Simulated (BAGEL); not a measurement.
**One shape, several levels: triplet SiNH5**

Aim: a comparison of 3 runs (ROHF/6-31G*, UHF/6-31G*, ROHF/aug-cc-pVDZ) of triplet SiNH5. 

The calculation is run with BAGEL 1.2.2.

### Step 1. The system as given

SiNH5: 7 atoms, total charge 0, spin state triplet. As SMILES of the parent species, `[H][Si]([H])([H])N`. The coordinates come from a GFN2-xTB relaxation. That shape belongs to the parent species and isn't relaxed for this state.

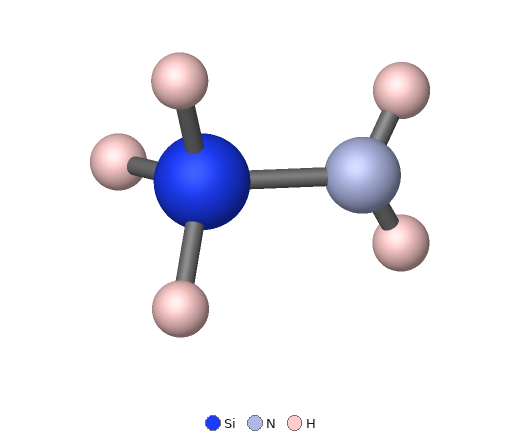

Viewed from a chosen angle; silicon blue, nitrogen light blue, hydrogen pink.

### Step 2. A single-point energy at ROHF/6-31G(d) (density fitting with qzvpp-jkfit, spherical functions) (run 1)

The input, job.json:

```json
{ "bagel" : [

{
  "title" : "molecule",
  "basis" : "6-31gs.json",
  "df_basis" : "qzvpp-jkfit",
  "angstrom" : "true",
  "geometry" : [
    { "atom" : "Si", "xyz" : [      -0.000690,       0.002380,      -0.682990 ] },
    { "atom" : "N", "xyz" : [       0.090660,       0.178690,       1.028560 ] },
    { "atom" : "H", "xyz" : [       0.707680,      -0.428190,       1.543790 ] },
    { "atom" : "H", "xyz" : [      -0.763660,       0.307400,       1.545850 ] },
    { "atom" : "H", "xyz" : [       1.387750,      -0.009920,      -1.135540 ] },
    { "atom" : "H", "xyz" : [      -0.747920,       1.169350,      -1.146100 ] },
    { "atom" : "H", "xyz" : [      -0.673820,      -1.219710,      -1.153570 ] }
  ]
},

{
  "title" : "rohf",
  "nopen" : 2
},

{
  "title" : "print",
  "file" : "orbitals.molden",
  "orbitals" : "true"
}

]}
```

The basis set 6-31G* is read from a file made from the Basis Set Exchange's data (not shown).

Run with:

```
BAGEL_NUM_THREADS=1 BAGEL job.json > job.out
```

What it wrote:

```text
* using 1 threads per process

  ===============================================================
  ===============================================================

  *** Geometry ***

  { "atom" : "Si", "xyz" : [     -0.001304,      0.004498,     -1.290664 ] },
  { "atom" : "N", "xyz" : [      0.171323,      0.337675,      1.943697 ] },
  { "atom" : "H", "xyz" : [      1.337321,     -0.809162,      2.917340 ] },
  { "atom" : "H", "xyz" : [     -1.443108,      0.580902,      2.921233 ] },
  { "atom" : "H", "xyz" : [      2.622467,     -0.018746,     -2.145860 ] },
  { "atom" : "H", "xyz" : [     -1.413364,      2.209751,     -2.165815 ] },
  { "atom" : "H", "xyz" : [     -1.273335,     -2.304918,     -2.179931 ] },

  Number of auxiliary basis functions:      295

  Since a DF basis is specified, we compute 2- and 3-index integrals:
    o Being stored without compression. Storage requirement is 0.004 GB

  Number of basis functions:       42
  Number of electrons      :       26

    * METHOD: MOLECULE                             0.05

  *** Open-shell HF ***

  === Nuclear Repulsion ===
    65.1674046877

      * DIIS with orbital gradients will be used.

  === ROHF iteration (6-31gs.json) ===
      0       -345.80206943          0.06094881           0.02
      1       -345.88926845          0.05618920           0.02
      2       -345.94695169          0.04176820           0.02
      3       -346.03122685          0.00798443           0.02
      4       -346.04652829          0.00442621           0.02
      5       -346.05251343          0.00289107           0.02
      6       -346.05381877          0.00090130           0.02
      7       -346.05397296          0.00060182           0.01
      8       -346.05413873          0.00035785           0.02
      9       -346.05418245          0.00009828           0.02
     10       -346.05418338          0.00003961           0.02
     11       -346.05419019          0.00001220           0.02
     12       -346.05419100          0.00000701           0.02
     13       -346.05419169          0.00000361           0.02
     14       -346.05419148          0.00000214           0.02
     15       -346.05419152          0.00000103           0.02
     16       -346.05419174          0.00000026           0.02
     17       -346.05419173          0.00000009           0.02
     18       -346.05419173          0.00000004           0.02
     19       -346.05419173          0.00000001           0.02
     20       -346.05419173          0.00000001           0.01
    * SCF iteration converged.

    * S^2 (ROHF) is 2.0000

    * Permanent dipole moment:
           (   -0.066467,    -0.106791,    -1.291524) a.u.

    * METHOD: ROHF                                 0.37

    * METHOD: PRINT                                0.00

  ===============================================================
```

It took 0.6 s on 1 thread of Arm Neoverse V2, shared host.

### Step 3. The energy at UHF/6-31G(d) (density fitting with qzvpp-jkfit, spherical functions) (run 2)

Edit job.json of step 2 so:

```diff
@@ -19,3 +19,3 @@
 {
-  "title" : "rohf",
+  "title" : "uhf",
   "nopen" : 2
```

The basis set 6-31G* is read from a file made from the Basis Set Exchange's data (not shown).

Run with:

```
BAGEL_NUM_THREADS=1 BAGEL job.json > job.out
```

What it wrote:

```text
* using 1 threads per process

  ===============================================================
  ===============================================================

  *** Geometry ***

  { "atom" : "Si", "xyz" : [     -0.001304,      0.004498,     -1.290664 ] },
  { "atom" : "N", "xyz" : [      0.171323,      0.337675,      1.943697 ] },
  { "atom" : "H", "xyz" : [      1.337321,     -0.809162,      2.917340 ] },
  { "atom" : "H", "xyz" : [     -1.443108,      0.580902,      2.921233 ] },
  { "atom" : "H", "xyz" : [      2.622467,     -0.018746,     -2.145860 ] },
  { "atom" : "H", "xyz" : [     -1.413364,      2.209751,     -2.165815 ] },
  { "atom" : "H", "xyz" : [     -1.273335,     -2.304918,     -2.179931 ] },

  Number of auxiliary basis functions:      295

  Since a DF basis is specified, we compute 2- and 3-index integrals:
    o Being stored without compression. Storage requirement is 0.004 GB

  Number of basis functions:       42
  Number of electrons      :       26

    * METHOD: MOLECULE                             0.06

  *** Open-shell HF ***

  === Nuclear Repulsion ===
    65.1674046877

      * DIIS with orbital gradients will be used.

  === UHF iteration (6-31gs.json) ===
      0       -345.80206943          0.06094881           0.02
      1       -345.90730258          0.05378928           0.02
      2       -345.97547347          0.03679866           0.02
      3       -346.03971022          0.00664022           0.01
      4       -346.05299399          0.00351250           0.02
      5       -346.05853344          0.00196124           0.02
      6       -346.05898008          0.00074550           0.02
      7       -346.05944694          0.00054969           0.01
      8       -346.05952770          0.00012117           0.02
      9       -346.05953918          0.00006514           0.02
     10       -346.05954188          0.00002694           0.02
     11       -346.05954267          0.00001134           0.02
     12       -346.05954289          0.00000550           0.02
     13       -346.05954292          0.00000221           0.02
     14       -346.05954292          0.00000069           0.02
     15       -346.05954292          0.00000032           0.02
     16       -346.05954292          0.00000016           0.01
     17       -346.05954292          0.00000009           0.02
     18       -346.05954292          0.00000005           0.02
     19       -346.05954292          0.00000002           0.01
     20       -346.05954292          0.00000001           0.01
    * SCF iteration converged.

    * S^2 (UHF) is 2.0106

    * Permanent dipole moment:
           (   -0.067698,    -0.109568,    -1.328346) a.u.

    * METHOD: UHF                                  0.37

    * METHOD: PRINT                                0.00

  ===============================================================
```

It took 0.58 s on 1 thread of Arm Neoverse V2, shared host.

### Step 4. The energy at ROHF/aug-cc-pVDZ (density fitting with qzvpp-jkfit) (run 3)

The input, input.json:

```json
{ "bagel" : [

{
  "title" : "molecule",
  "basis" : "aug-cc-pvdz.json",
  "df_basis" : "qzvpp-jkfit",
  "angstrom" : true,
  "geometry" : [
    { "atom" : "Si", "xyz" : [      -0.000690,       0.002380,      -0.682990 ] },
    { "atom" : "N", "xyz" : [       0.090660,       0.178690,       1.028560 ] },
    { "atom" : "H", "xyz" : [       0.707680,      -0.428190,       1.543790 ] },
    { "atom" : "H", "xyz" : [      -0.763660,       0.307400,       1.545850 ] },
    { "atom" : "H", "xyz" : [       1.387750,      -0.009920,      -1.135540 ] },
    { "atom" : "H", "xyz" : [      -0.747920,       1.169350,      -1.146100 ] },
    { "atom" : "H", "xyz" : [      -0.673820,      -1.219710,      -1.153570 ] }
  ]
},

{
  "title" : "rohf",
  "nopen" : 2
},

{
  "title" : "print",
  "file" : "orbitals.molden",
  "orbitals" : true
}

]}
```

The basis set aug-cc-pVDZ is read from a file made from the Basis Set Exchange's data (not shown).

Run with:

```
BAGEL_NUM_THREADS=1 BAGEL input.json > input.out
```

What it wrote:

```text
* using 1 threads per process

  ===============================================================
  ===============================================================

  *** Geometry ***

  { "atom" : "Si", "xyz" : [     -0.001304,      0.004498,     -1.290664 ] },
  { "atom" : "N", "xyz" : [      0.171323,      0.337675,      1.943697 ] },
  { "atom" : "H", "xyz" : [      1.337321,     -0.809162,      2.917340 ] },
  { "atom" : "H", "xyz" : [     -1.443108,      0.580902,      2.921233 ] },
  { "atom" : "H", "xyz" : [      2.622467,     -0.018746,     -2.145860 ] },
  { "atom" : "H", "xyz" : [     -1.413364,      2.209751,     -2.165815 ] },
  { "atom" : "H", "xyz" : [     -1.273335,     -2.304918,     -2.179931 ] },

  Number of auxiliary basis functions:      295

  Since a DF basis is specified, we compute 2- and 3-index integrals:
    o Being stored without compression. Storage requirement is 0.021 GB

  Number of basis functions:       95
  Number of electrons      :       26

    * METHOD: MOLECULE                             0.08

  *** Open-shell HF ***

  === Nuclear Repulsion ===
    65.1674046877

      * DIIS with orbital gradients will be used.

  === ROHF iteration (aug-cc-pvdz.json) ===
      0       -345.55173802          0.05434523           0.04
      1       -345.60869286          0.07160308           0.05
      2       -345.64871947          0.05327414           0.05
      3       -346.07367482          0.01205769           0.05
      4       -346.10195314          0.00483371           0.05
      5       -346.11216571          0.00387498           0.05
      6       -346.12194487          0.00227435           0.05
      7       -346.12448171          0.00061570           0.05
      8       -346.12452073          0.00034059           0.05
      9       -346.12459282          0.00013033           0.05
     10       -346.12465743          0.00005603           0.05
     11       -346.12463960          0.00001163           0.05
     12       -346.12464385          0.00000697           0.05
     13       -346.12464388          0.00000286           0.05
     14       -346.12464431          0.00000130           0.05
     15       -346.12464418          0.00000058           0.05
     16       -346.12464416          0.00000031           0.05
     17       -346.12464419          0.00000013           0.05
     18       -346.12464421          0.00000009           0.05
     19       -346.12464421          0.00000004           0.05
     20       -346.12464421          0.00000003           0.05
     21       -346.12464421          0.00000001           0.05
     22       -346.12464421          0.00000001           0.05
    * SCF iteration converged.

    * S^2 (ROHF) is 2.0000

    * Permanent dipole moment:
           (   -0.184362,    -0.349472,     1.435282) a.u.

    * METHOD: ROHF                                 1.15

    * METHOD: PRINT                                0.01

  ===============================================================
```

Wall time 1.4 s (1 thread of Arm Neoverse V2, shared host).

### Step 5. All runs side by side

```tsv
run	level	energy (Eh)	dipole moment (D)	⟨S²⟩	wall time
1	ROHF/6-31G* (density fitting with qzvpp-jkfit, spherical functions)	-346.054192	3.30	2.000	0.6 s
2	UHF/6-31G* (density fitting with qzvpp-jkfit, spherical functions)	-346.059543	3.39	2.011	0.58 s
3	ROHF/aug-cc-pVDZ (density fitting with qzvpp-jkfit)	-346.124644	3.78	2.000	1.4 s
```

### Step 6. Results

| quantity | value |
| --- | --- |
| run 3: total energy | -346.12464 Eh |
| run 3: dipole moment | 3.78 D |
| run 3: ⟨S²⟩ | 2.000 |

In words: The dipole moment (its size) runs from 3.30 D (ROHF/6-31G*) to 3.78 D (ROHF/aug-cc-pVDZ). The two dipoles point in opposite directions. All runs together took 2.6 s, the longest 1.4 s.
